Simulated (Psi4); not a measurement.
Intermolecular potential of C2H3N ··· CS2 (SMILES CC#N and S=C=S). Monomers: optimised at B3LYP-D3(BJ) (def2-TZVP), held rigid. Orientation: lowest of the rigid-body minima from ten starts at GFN2-xTB. The monomers approach along the line of their centres of mass (distance R); nothing else relaxes.

Computed with SAPT0/jun-cc-pVDZ, frozen core run with Psi4.

Components in kJ/mol:

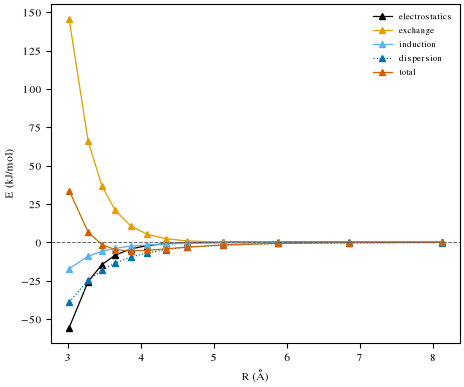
Fig. 1. Components of the interaction energy.

| R / Å | electrostatics | exchange | induction | dispersion | total |
|---|---|---|---|---|---|
| 3.02 | -55.52 | 145.31 | -17.15 | -38.89 | 33.76 |
| 3.28 | -25.52 | 65.88 | -8.99 | -24.74 | 6.63 |
| 3.47 | -14.42 | 36.66 | -5.76 | -18.00 | -1.52 |
| 3.65 | -8.33 | 20.93 | -3.86 | -13.44 | -4.70 |
| 3.86 | -4.34 | 10.85 | -2.48 | -9.66 | -5.63 |
| 4.08 | -2.13 | 5.44 | -1.62 | -6.92 | -5.22 |
| 4.34 | -0.85 | 2.41 | -1.03 | -4.75 | -4.21 |
| 4.63 | -0.22 | 0.97 | -0.65 | -3.18 | -3.08 |
| 5.12 | 0.13 | 0.20 | -0.34 | -1.70 | -1.71 |
| 5.88 | 0.19 | 0.02 | -0.14 | -0.73 | -0.67 |
| 6.85 | 0.15 | 0.00 | -0.06 | -0.29 | -0.19 |
| 8.12 | 0.10 | 0.00 | -0.02 | -0.10 | -0.02 |
